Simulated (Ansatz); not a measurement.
**triplet C3H9Ga at 5 levels**

Aim: a comparison of 5 runs (U-r2SCAN/def2-SVP, UCAM-B3LYP/def2-SVP, USVWN5/def2-SVP, RPA@PBE0/def2-SVP, UCCSD/def2-SVP) of triplet C3H9Ga. 

Program for the calculation: Ansatz 0.2.0.

58 further runs of the same task are left out: 3 that didn't finish, 55 set aside as unsound or not needed.

**1. The structure to begin with**

C3H9Ga has 13 atoms, charge 0, and is taken as a triplet. As SMILES of the parent species, `C[Ga](C)C`. The shape is that of a PBE0-D4/def2-TZVP optimisation. That shape belongs to the parent species and isn't relaxed for this state.

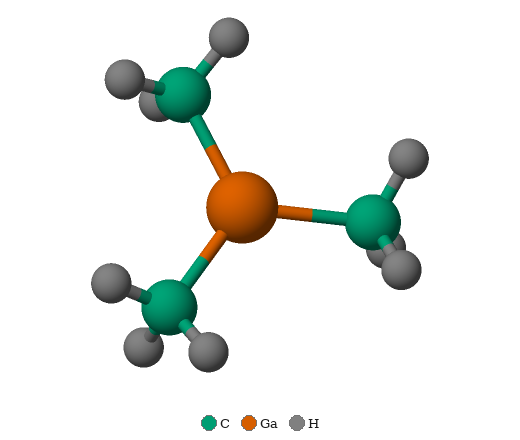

The structure, seen from a chosen angle (carbon teal, gallium orange, hydrogen grey).

**2. A single-point energy at U-r2SCAN/def2-SVP (run 1)**

The input, run.yaml:

```yaml
crystal:
  periodic: [false, false, false]
  atoms:
    - symbol: C
      position_ang: [-0.386610, 1.662740, -0.990030]
    - symbol: Ga
      position_ang: [0.030950, -0.015220, -0.033330]
    - symbol: C
      position_ang: [1.404300, -0.017040, 1.387570]
    - symbol: C
      position_ang: [-0.984810, -1.662120, -0.433110]
    - symbol: H
      position_ang: [0.495980, 2.295540, -1.105570]
    - symbol: H
      position_ang: [-1.118900, 2.235600, -0.410630]
    - symbol: H
      position_ang: [-0.822360, 1.479540, -1.974110]
    - symbol: H
      position_ang: [2.207150, 0.693340, 1.179140]
    - symbol: H
      position_ang: [1.838150, -1.007150, 1.540450]
    - symbol: H
      position_ang: [0.944020, 0.286540, 2.334210]
    - symbol: H
      position_ang: [-1.317660, -1.695390, -1.472580]
    - symbol: H
      position_ang: [-1.882270, -1.692900, 0.194460]
    - symbol: H
      position_ang: [-0.407960, -2.563490, -0.216480]
basis:
  gaussian:
    orbitals: def2-SVP
magnetization:
  spin_polarized: true
  initial_magnetization: 2
hamiltonian:
  xc: {name: r2SCAN}
accuracy: high
output: {orbitals: {seedname: orbitals}}
```

The run is started by

```sh
$ ansatz run run.yaml --threads 1 --pin off --max-ram 3480MiB --events-out events.jsonl --progress --plain --runs-dir runs
```

Standard output:

```text
Warning: RAYON_NUM_THREADS=1 ignored (pool sized by the plan → 1); use --threads N
Functional definition: r2SCAN
  name "r2SCAN"
  parameter k0 = 0.174
  parameter k1 = 0.065
  parameter a1 = 4.9479
  exchange = r2scan_x(k0 = k0, k1 = k1, a1 = a1)
  correlation = r2scan_c
2831 factors; integrals over basis functions are off by at most 1.0e-8 eV
mean field evaluation 1: about -55606.7250 eV, gradient 5.3e1 eV
mean field evaluation 2: about -55595.6249 eV, gradient 6.8e1 eV
mean field evaluation 4: about -55618.0642 eV, gradient 1.6e1 eV
mean field evaluation 8: about -55619.5310 eV, gradient 6.4e0 eV
mean field evaluation 16: about -55619.8371 eV, gradient 1.3e-1 eV
mean field evaluation 32: about -55619.8105 eV, gradient 3.8e-1 eV
mean field evaluation 64: about -55619.7392 eV, gradient 3.7e0 eV
mean field -55619.84032161 eV, -2043.9914313374 hartree, gradient 5.0e-8 eV, S^2 2.005232; 8 other end points of the search recorded, 0 dependent functions left out
reference -55619.84032461 eV, -2043.9914314475 hartree; 30, 28 occupied and 89, 91 virtual orbitals, 2831 factors
Total energy: -55619.84032461 eV, -2043.9914314475 hartree
```

Run time: 3.5 min. Hardware: 1 thread of Intel Xeon Platinum 8259CL at 2.50GHz (Skylake/Cascade Lake), shared host; peak memory 0.7 GiB.

**3. The energy at UCAM-B3LYP/def2-SVP (run 2)**

The input, input.yaml:

```yaml
crystal:
  periodic: [false, false, false]
  atoms:
    - {symbol: C, position_ang: [-0.386610, 1.662740, -0.990030]}
    - {symbol: Ga, position_ang: [0.030950, -0.015220, -0.033330]}
    - {symbol: C, position_ang: [1.404300, -0.017040, 1.387570]}
    - {symbol: C, position_ang: [-0.984810, -1.662120, -0.433110]}
    - {symbol: H, position_ang: [0.495980, 2.295540, -1.105570]}
    - {symbol: H, position_ang: [-1.118900, 2.235600, -0.410630]}
    - {symbol: H, position_ang: [-0.822360, 1.479540, -1.974110]}
    - {symbol: H, position_ang: [2.207150, 0.693340, 1.179140]}
    - {symbol: H, position_ang: [1.838150, -1.007150, 1.540450]}
    - {symbol: H, position_ang: [0.944020, 0.286540, 2.334210]}
    - {symbol: H, position_ang: [-1.317660, -1.695390, -1.472580]}
    - {symbol: H, position_ang: [-1.882270, -1.692900, 0.194460]}
    - {symbol: H, position_ang: [-0.407960, -2.563490, -0.216480]}
basis:
  gaussian:
    orbitals: def2-SVP
output:
  orbitals: {seedname: orbitals}
magnetization:
  spin_polarized: true
  initial_magnetization: 2
accuracy: high
hamiltonian:
  xc: {name: CAM-B3LYP}
```

The run is started by

```sh
$ ansatz run input.yaml --threads 1 --pin off --max-ram 3480MiB --events-out events.jsonl --progress --plain --runs-dir runs
```

Standard output, shortened:

```text
Warning: RAYON_NUM_THREADS=1 ignored (pool sized by the plan → 1); use --threads N
Functional definition: CAM-B3LYP
  name "CAM-B3LYP"
[...]
2831 factors; integrals over basis functions are off by at most 1.0e-8 eV
536 factors; integrals over basis functions are off by at most 1.9e-9 eV
[...]
mean field -55622.77385701 eV, -2044.0992367750 hartree, gradient 3.7e-8 eV, S^2 2.013999; 4 other end points of the search recorded, 0 dependent functions left out
reference -55622.77388007 eV, -2044.0992376224 hartree; 30, 28 occupied and 89, 91 virtual orbitals, 2831 factors
Total energy: -55622.77388007 eV, -2044.0992376224 hartree
```

Wall time 3.3 min (1 thread of Intel Xeon Platinum 8259CL at 2.50GHz (Skylake/Cascade Lake), shared host); peak memory 0.89 GiB.

**4. The energy at USVWN5/def2-SVP (run 3)**

input.yaml, as its differences from that of step 3:

```diff
@@ -1 +1,4 @@
+basis:
+  gaussian:
+    orbitals: def2-SVP
 crystal:
@@ -16,7 +19,3 @@
     - {symbol: H, position_ang: [-0.407960, -2.563490, -0.216480]}
-basis:
-  gaussian:
-    orbitals: def2-SVP
-output:
-  orbitals: {seedname: orbitals}
+output: {orbitals: {seedname: orbitals}}
 magnetization:
@@ -24,4 +23,4 @@
   initial_magnetization: 2
+hamiltonian:
+  xc: {name: SVWN5}
 accuracy: high
-hamiltonian:
-  xc: {name: CAM-B3LYP}
```

The run is started by

```sh
$ ansatz run input.yaml --threads 1 --pin off --max-ram 3480MiB --events-out events.jsonl --progress --plain --runs-dir runs
```

Standard output:

```text
Warning: RAYON_NUM_THREADS=1 ignored (pool sized by the plan → 1); use --threads N
Functional definition: SVWN5
  name "SVWN5"
  exchange = slater_x
  correlation = vwn5_c
2831 factors; integrals over basis functions are off by at most 1.0e-8 eV
mean field evaluation 1: about -55489.9079 eV, gradient 6.4e1 eV
mean field evaluation 2: about -55465.1380 eV, gradient 9.0e1 eV
mean field evaluation 4: about -55505.0732 eV, gradient 2.3e1 eV
mean field evaluation 8: about -55507.7551 eV, gradient 9.1e0 eV
mean field evaluation 16: about -55508.3677 eV, gradient 1.1e-2 eV
mean field evaluation 32: about -55508.3531 eV, gradient 6.7e-1 eV
mean field evaluation 64: about -55508.3342 eV, gradient 4.2e-1 eV
mean field evaluation 96: about -55508.3181 eV, gradient 3.8e-1 eV
mean field -55508.37079965 eV, -2039.8950019620 hartree, gradient 1.4e-8 eV, S^2 2.001384; 12 other end points of the search recorded, 0 dependent functions left out
reference -55508.37080362 eV, -2039.8950021080 hartree; 30, 28 occupied and 89, 91 virtual orbitals, 2831 factors
Total energy: -55508.37080362 eV, -2039.8950021080 hartree
```

Wall time 41 s (1 thread of Intel Xeon Platinum 8259CL at 2.50GHz (Skylake/Cascade Lake), shared host); peak memory 0.48 GiB.

Run 4 isn't shown in full; the table further down has it.

**5. A single-point energy at UCCSD/def2-SVP (run 5)**

The input, job.yaml:

```yaml
crystal:
  periodic: [false, false, false]
  atoms:
    - symbol: C
      position_ang: [-0.386610, 1.662740, -0.990030]
    - symbol: Ga
      position_ang: [0.030950, -0.015220, -0.033330]
    - symbol: C
      position_ang: [1.404300, -0.017040, 1.387570]
    - symbol: C
      position_ang: [-0.984810, -1.662120, -0.433110]
    - symbol: H
      position_ang: [0.495980, 2.295540, -1.105570]
    - symbol: H
      position_ang: [-1.118900, 2.235600, -0.410630]
    - symbol: H
      position_ang: [-0.822360, 1.479540, -1.974110]
    - symbol: H
      position_ang: [2.207150, 0.693340, 1.179140]
    - symbol: H
      position_ang: [1.838150, -1.007150, 1.540450]
    - symbol: H
      position_ang: [0.944020, 0.286540, 2.334210]
    - symbol: H
      position_ang: [-1.317660, -1.695390, -1.472580]
    - symbol: H
      position_ang: [-1.882270, -1.692900, 0.194460]
    - symbol: H
      position_ang: [-0.407960, -2.563490, -0.216480]
basis:
  gaussian: {orbitals: def2-SVP}
magnetization: {spin_polarized: true, initial_magnetization: 2}
correlation: {method: ccsd, frozen_orbitals: {C: 1, Ga: 9, H: 0}}
accuracy: high
scf: {omitted_lower_state_checks: [cluster_reference, increment]}
```

The run is started by

```sh
$ ansatz run job.yaml --threads 1 --pin off --max-ram 3480MiB --events-out events.jsonl --progress --plain --runs-dir runs
```

Standard output:

```text
Warning: RAYON_NUM_THREADS=1 ignored (pool sized by the plan → 1); use --threads N
[... 16 lines left out ...]
12 core orbitals not correlated: weight in the atoms' cores, before any rotation towards them, 1.000 or more for the frozen orbitals, at most 0.000 for the correlated occupied ones
[... 33 lines left out ...]
Total energy: -55572.78360117 eV, -2042.2621287574 hartree
Checks for a lower state left out: cluster_reference, increment
```

It took 7.4 min on 1 thread of Intel Xeon Platinum 8259CL at 2.50GHz (Skylake/Cascade Lake), shared host; peak memory 2.7 GiB.

**6. All runs side by side**

| run | level | frozen core orbitals | energy (Eh) | HOMO energy (eV) | ⟨S²⟩ | wall time |
| --- | --- | --- | --- | --- | --- | --- |
| 1 | U-r2SCAN/def2-SVP | – | -2043.991431 | -1.90 | 2.005 | 3.5 min |
| 2 | UCAM-B3LYP/def2-SVP | – | -2044.099238 | -3.37 | 2.014 | 3.3 min |
| 3 | USVWN5/def2-SVP | – | -2039.895002 | -1.65 | 2.001 | 41 s |
| 4 | RPA@PBE0/def2-SVP | 12 | -2042.518434 | – | 2.004 | 3 min |
| 5 | UCCSD/def2-SVP | 12 | -2042.262129 | – | 2.010 | 7.4 min |

**7. Results**

```
                                           quantity           value
                                run 5: total energy  -2042.26213 Eh
run 5: correlation energy (12 core orbitals frozen)      -697.9 mEh
           run 5: ⟨S²⟩ of the reference determinant           2.010
                               run 5: T1 diagnostic           0.025
```

In words: Totals of different functionals can't be ranked against each other. All runs together took 18 min, the longest 7.4 min.
